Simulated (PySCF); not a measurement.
Molecule: SMILES [F][Al]([SiH3])[Cl], singlet. Atoms near the plane z = 0.0 Å, at the PBE0/def2-SVP optimised geometry (x, y, z in Å): Al1 (-0.9, 0.2, 0.0), Cl2 (-2.1, -1.6, 0.0), F3 (-1.8, 1.6, 0.0), Si4 (1.5, 0.2, 0.0), H5 (2.1, 1.6, 0.2).

Computed with PBE0/def2-TZVP (PySCF 2.14.0). Cells within 0.4 Å of a nucleus heavier than hydrogen are left out (blank, or x). The values are rescaled to run from 0 to 1.

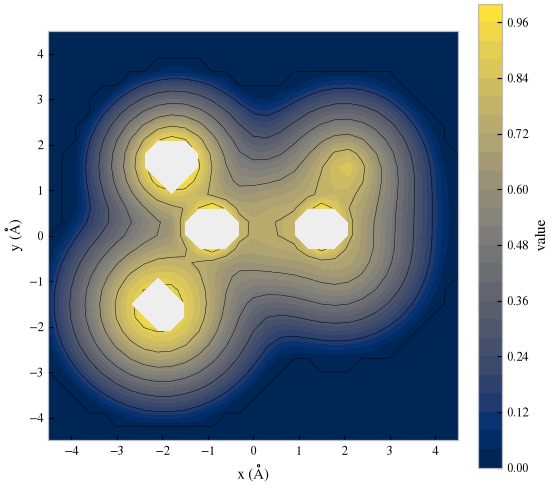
*a field on the plane z = 0.0 Å.*

Task: Which quantity is mapped?
(A) Laplacian of the electron density
(B) deformation density (molecule minus spherical neutral atoms)
(C) log10 of the electron density
(D) electrostatic potential

Result: C, log10 of the electron density. In full: log10 of the electron density (e/bohr³), floored at −4.
